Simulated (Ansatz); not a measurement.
# One shape, several levels: CH4BFOSi (SMILES O=CB[SiH2]F)

Wanted: a comparison of 6 runs (HF/STO-3G, HF/3-21G, CAM-B3LYP/def2-SVP, B3LYP/6-31+G*, MP2/cc-pVDZ-F12, CCSDT(Q)/B/MINI) of CH4BFOSi. 

Program for the calculation: Ansatz 0.2.0.

6 further runs of the same task are left out: 3 that didn't finish, 3 set aside as unsound or not needed.

## Step 1: The structure to begin with

CH4BFOSi: 9 atoms, total charge 0, spin state singlet. As SMILES, `O=CB[SiH2]F`. The shape is that of a PBE0-D4/def2-TZVP optimisation. This is one conformer, not always the lowest.

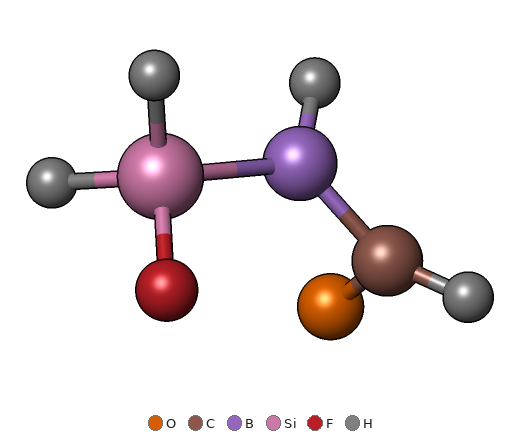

Viewed from a chosen angle; oxygen orange, carbon brown, boron purple, silicon pink, fluorine red, hydrogen grey.

## Step 2: Energy and forces at HF/STO-3G (run 1)

The input, run.yaml:

```yaml
crystal:
  periodic: [false, false, false]
  atoms:
    - symbol: O
      position_ang: [-0.789500, 0.780400, 1.703800]
    - symbol: C
      position_ang: [-0.128300, 1.442100, 0.910400]
    - symbol: B
      position_ang: [0.628100, 0.188700, 0.495800]
    - symbol: Si
      position_ang: [-0.077200, -1.007600, -0.945000]
    - symbol: F
      position_ang: [-1.360800, -0.349200, -1.659700]
    - symbol: H
      position_ang: [-0.262400, 2.525000, 0.778500]
    - symbol: H
      position_ang: [1.608700, -0.084900, 1.121700]
    - symbol: H
      position_ang: [0.964000, -1.202600, -1.991900]
    - symbol: H
      position_ang: [-0.494200, -2.338100, -0.430900]
basis:
  gaussian:
    orbitals: STO-3G
output: {forces: true, orbitals: {seedname: orbitals}}
accuracy: high
hamiltonian:
  xc: hf
```

On the command line:

```
$ ansatz run run.yaml --threads 1 --pin off --max-ram 2610MiB --events-out events.jsonl --progress --plain --runs-dir runs
```

Log:

```text
Warning: RAYON_NUM_THREADS=1 ignored (pool sized by the plan → 1); use --threads N
Functional definition: HF
  name "HF"
  exchange = exact_x
  correlation = 0
682 factors; integrals over basis functions are off by at most 4.3e-8 eV
mean field evaluation 1: about -14187.0205 eV, gradient 3.4e1 eV
mean field evaluation 2: about -14187.1345 eV, gradient 3.4e1 eV
mean field evaluation 4: about -14191.4869 eV, gradient 3.5e0 eV
mean field evaluation 8: about -14191.5792 eV, gradient 4.0e-2 eV
mean field -14191.57571220 eV, -521.5307880279 hartree, gradient 2.1e-8 eV, S^2 0.000000; 0 other end points of the search recorded, 0 dependent functions left out
the calculation of the forces begins
reference -14191.57571220 eV, -521.5307880279 hartree; 23, 23 occupied and 10, 10 virtual orbitals, 682 factors
Total energy: -14191.57571220 eV, -521.5307880279 hartree
Atom 0 at    -0.789500     0.780400     1.703800 Å, force    -0.558459    -1.251814     0.944456 eV/Å
Atom 1 at    -0.128300     1.442100     0.910400 Å, force     0.503482     1.451428    -0.843980 eV/Å
Atom 2 at     0.628100     0.188700     0.495800 Å, force     0.603574    -0.843032     0.144395 eV/Å
Atom 3 at    -0.077200    -1.007600    -0.945000 Å, force     1.500543    -1.534155     0.128623 eV/Å
Atom 4 at    -1.360800    -0.349200    -1.659700 Å, force    -0.640795     0.336491    -0.362320 eV/Å
Atom 5 at    -0.262400     2.525000     0.778500 Å, force     0.155605     0.076632    -0.133438 eV/Å
Atom 6 at     1.608700    -0.084900     1.121700 Å, force    -0.976779     0.198394    -0.560596 eV/Å
Atom 7 at     0.964000    -1.202600    -1.991900 Å, force    -1.123573     0.158156     1.201392 eV/Å
Atom 8 at    -0.494200    -2.338100    -0.430900 Å, force     0.536401     1.407901    -0.518532 eV/Å
Dipole moment:     0.251952     0.191607     0.014515 e Å
```

It took 1 s on 1 thread of Arm Neoverse V1, shared host.

## Step 3: Energy and gradient at HF/3-21G (run 2)

The input, molecule.yaml:

```yaml
crystal:
  periodic: [false, false, false]
  atoms:
    - {symbol: O, position_ang: [-0.789500, 0.780400, 1.703800]}
    - {symbol: C, position_ang: [-0.128300, 1.442100, 0.910400]}
    - {symbol: B, position_ang: [0.628100, 0.188700, 0.495800]}
    - {symbol: Si, position_ang: [-0.077200, -1.007600, -0.945000]}
    - {symbol: F, position_ang: [-1.360800, -0.349200, -1.659700]}
    - {symbol: H, position_ang: [-0.262400, 2.525000, 0.778500]}
    - {symbol: H, position_ang: [1.608700, -0.084900, 1.121700]}
    - {symbol: H, position_ang: [0.964000, -1.202600, -1.991900]}
    - {symbol: H, position_ang: [-0.494200, -2.338100, -0.430900]}
basis:
  gaussian:
    orbitals: 3-21G.json
accuracy: high
output: {forces: true, orbitals: {seedname: orbitals}}
hamiltonian:
  xc: hf
```

The basis set 3-21G is read from a file made from the Basis Set Exchange's data (not shown).

On the command line:

```
$ ansatz run molecule.yaml --threads 1 --pin off --max-ram 2610MiB --events-out events.jsonl --progress --plain --runs-dir runs
```

Log (excerpt; [...] marks lines left out):

```text
Warning: RAYON_NUM_THREADS=1 ignored (pool sized by the plan → 1); use --threads N
[... 2 set-up lines as earlier in the session ...]
[...]
1326 factors; integrals over basis functions are off by at most 1.2e-8 eV
[...]
mean field -14292.78721158 eV, -525.2502420265 hartree, gradient 1.6e-8 eV, S^2 0.000000; 0 other end points of the search recorded, 0 dependent functions left out
[...]
reference -14292.78721158 eV, -525.2502420265 hartree; 23, 23 occupied and 34, 34 virtual orbitals, 1326 factors
Total energy: -14292.78721158 eV, -525.2502420265 hartree
Atom 0 at    -0.789500     0.780400     1.703800 Å, force    -0.840668    -0.345468     0.869148 eV/Å
Atom 1 at    -0.128300     1.442100     0.910400 Å, force    -0.075494     1.661165    -0.249820 eV/Å
Atom 2 at     0.628100     0.188700     0.495800 Å, force     0.908526    -0.519948    -0.418188 eV/Å
Atom 3 at    -0.077200    -1.007600    -0.945000 Å, force     1.035740    -0.835331     0.435859 eV/Å
Atom 4 at    -1.360800    -0.349200    -1.659700 Å, force    -1.086285     0.655449    -0.587337 eV/Å
Atom 5 at    -0.262400     2.525000     0.778500 Å, force     0.227191    -0.765797    -0.017069 eV/Å
Atom 6 at     1.608700    -0.084900     1.121700 Å, force    -0.266933     0.021471    -0.210238 eV/Å
Atom 7 at     0.964000    -1.202600    -1.991900 Å, force     0.024611     0.041112     0.098124 eV/Å
Atom 8 at    -0.494200    -2.338100    -0.430900 Å, force     0.073311     0.087347     0.079522 eV/Å
Dipole moment:     0.500283     0.330130    -0.026849 e Å
```

Wall time 1.6 s (1 thread of Arm Neoverse V1, shared host).

Run 3 isn't shown in full; the table further down has it.

## Step 4: Energy and gradient at B3LYP/6-31+G(d) (spherical functions) (run 4)

The input, job.yaml:

```yaml
crystal:
  periodic: [false, false, false]
  atoms:
    - {symbol: O, position_ang: [-0.789500, 0.780400, 1.703800]}
    - {symbol: C, position_ang: [-0.128300, 1.442100, 0.910400]}
    - {symbol: B, position_ang: [0.628100, 0.188700, 0.495800]}
    - {symbol: Si, position_ang: [-0.077200, -1.007600, -0.945000]}
    - {symbol: F, position_ang: [-1.360800, -0.349200, -1.659700]}
    - {symbol: H, position_ang: [-0.262400, 2.525000, 0.778500]}
    - {symbol: H, position_ang: [1.608700, -0.084900, 1.121700]}
    - {symbol: H, position_ang: [0.964000, -1.202600, -1.991900]}
    - {symbol: H, position_ang: [-0.494200, -2.338100, -0.430900]}
basis:
  gaussian:
    orbitals: 6-31+G_st_-spherical.json
hamiltonian:
  xc: {name: B3LYP}
accuracy: high
output:
  forces: true
  orbitals: {seedname: orbitals}
```

The basis set 6-31+G* is read from a file made from the Basis Set Exchange's data (not shown).

On the command line:

```
$ ansatz run job.yaml --threads 1 --pin off --max-ram 2610MiB --events-out events.jsonl --progress --plain --runs-dir runs
```

Log (excerpt; [...] marks lines left out):

```text
Warning: RAYON_NUM_THREADS=1 ignored (pool sized by the plan → 1); use --threads N
Functional definition: B3LYP
  name "B3LYP"
[...]
2219 factors; integrals over basis functions are off by at most 3.4e-9 eV
[...]
mean field -14420.27567953 eV, -529.9353568089 hartree, gradient 4.7e-8 eV, S^2 0.000000; 0 other end points of the search recorded, 0 dependent functions left out
[...]
reference -14420.27572778 eV, -529.9353585819 hartree; 23, 23 occupied and 79, 79 virtual orbitals, 2219 factors
Total energy: -14420.27572778 eV, -529.9353585819 hartree
Atom 0 at    -0.789500     0.780400     1.703800 Å, force    -0.714671    -0.366952     0.793226 eV/Å
Atom 1 at    -0.128300     1.442100     0.910400 Å, force     0.452176     0.532547    -0.538203 eV/Å
Atom 2 at     0.628100     0.188700     0.495800 Å, force     0.302122    -0.076521    -0.101000 eV/Å
Atom 3 at    -0.077200    -1.007600    -0.945000 Å, force     0.819247    -0.542845     0.358849 eV/Å
Atom 4 at    -1.360800    -0.349200    -1.659700 Å, force    -0.843621     0.439161    -0.471233 eV/Å
Atom 5 at    -0.262400     2.525000     0.778500 Å, force    -0.024625     0.075092     0.003310 eV/Å
Atom 6 at     1.608700    -0.084900     1.121700 Å, force     0.010051    -0.018759    -0.011570 eV/Å
Atom 7 at     0.964000    -1.202600    -1.991900 Å, force     0.002005    -0.018545    -0.021187 eV/Å
Atom 8 at    -0.494200    -2.338100    -0.430900 Å, force    -0.002683    -0.023178    -0.012191 eV/Å
Dipole moment:     0.380180     0.313955     0.032003 e Å
```

It took 17 s on 1 thread of Arm Neoverse V1, shared host; peak memory 0.37 GiB.

Run 5 isn't shown in full; the table further down has it.

## Step 5: The energy at CCSDT(Q)/B/MINI (density fitting with cc-pVTZ-jkfit) (run 6)

The input, molecule.yaml:

```yaml
crystal:
  periodic: [false, false, false]
  atoms:
    - symbol: O
      position_ang: [-0.789500, 0.780400, 1.703800]
    - symbol: C
      position_ang: [-0.128300, 1.442100, 0.910400]
    - symbol: B
      position_ang: [0.628100, 0.188700, 0.495800]
    - symbol: Si
      position_ang: [-0.077200, -1.007600, -0.945000]
    - symbol: F
      position_ang: [-1.360800, -0.349200, -1.659700]
    - symbol: H
      position_ang: [-0.262400, 2.525000, 0.778500]
    - symbol: H
      position_ang: [1.608700, -0.084900, 1.121700]
    - symbol: H
      position_ang: [0.964000, -1.202600, -1.991900]
    - symbol: H
      position_ang: [-0.494200, -2.338100, -0.430900]
basis:
  gaussian: {orbitals: MINI.json, fitting: {mean_field: cc-pVTZ-jkfit}}
correlation: {method: ccsdt_q_b, frozen_orbitals: {B: 1, C: 1, F: 1, H: 0, O: 1, Si: 5}}
```

The basis set MINI is read from a file made from the Basis Set Exchange's data (not shown).

On the command line:

```
$ ansatz run molecule.yaml --threads 1 --pin off --max-ram 2610MiB --events-out events.jsonl --progress --plain --runs-dir runs
```

Log (excerpt; [...] marks lines left out):

```text
Warning: RAYON_NUM_THREADS=1 ignored (pool sized by the plan → 1); use --threads N
[... 2 set-up lines as earlier in the session ...]
[...]
557 factors; integrals over basis functions are off by at most 1.3e-3 eV
[...]
mean field -14278.95600212 eV, -524.7419544537 hartree, gradient 1.7e-6 eV, S^2 0.000000; 0 other end points of the search recorded, 0 dependent functions left out; unrestricted orbitals would lower it
[...]
9 core orbitals not correlated: weight in the atoms' cores, before any rotation towards them, 1.000 or more for the frozen orbitals, at most 0.000 for the correlated occupied ones
reference -14278.95600212 eV, -524.7419544537 hartree; 14, 14 occupied and 10, 10 virtual orbitals, 557 factors
second order -5.03721715 eV of doubles, -0.00000000 eV of singles
cycle   1  -5.46546215 eV  change   -4.3e-1 eV  update   1.4e-1
[...]
cycle  18  -6.28720829 eV  change    2.0e-6 eV  update   1.5e-6
perturbative correction 0.00433209 eV, 0.0001592013 hartree
Total energy: -14285.23887832 eV, -524.9728458955 hartree
```

Wall time 6.9 s (1 thread of Arm Neoverse V1, shared host).

## Step 6: Overview of the runs

```csv
run,level,accuracy,frozen core orbitals,energy (Eh),dipole moment (D),HOMO energy (eV),LUMO energy (eV),wall time
1,HF/STO-3G,high,–,-521.530788,1.52,-8.78,6.88,1 s
2,HF/3-21G,high,–,-525.250242,2.88,-11.39,2.54,1.6 s
3,CAM-B3LYP/def2-SVP,high,–,-529.554979,2.27,-9.49,-0.46,15 s
4,B3LYP/6-31+G* (spherical functions),high,–,-529.935359,2.37,-7.98,-2.19,17 s
5,MP2/cc-pVDZ-F12 (sfX2C),medium,9,-529.704994,2.21,-11.42,0.90,28 s
6,CCSDT(Q)/B/MINI (density fitting with cc-pVTZ-jkfit),medium,9,-524.972846,–,–,–,6.9 s
```

## Step 7: Outcome

| quantity | value |
| --- | --- |
| run 6: total energy | -524.97285 Eh |
| run 6: correlation energy (9 core orbitals frozen) | -230.9 mEh |
| run 6: T1 diagnostic | 0.019 |

Over runs 1, 2, 3, 4, 5 the dipole moment (its size) runs from 1.52 D (HF/STO-3G) to 2.88 D (HF/3-21G). Over runs 1, 2, 3, 4 the HOMO–LUMO gap runs from 5.79 eV (B3LYP/6-31+G*) to 15.66 eV (HF/STO-3G). The two ends differ in method and basis. Totals of different functionals can't be ranked against each other. Some runs of one species differ in core potentials or relativity; totals across that change don't compare. In run 6 the log says that unrestricted orbitals would lower the reference, so the values rest on an unstable closed-shell determinant (other closed-shell runs at this shape may share the fault). In runs 1, 6 the basis is minimal, so the values are rough. All runs together took 69 s, the longest 28 s.
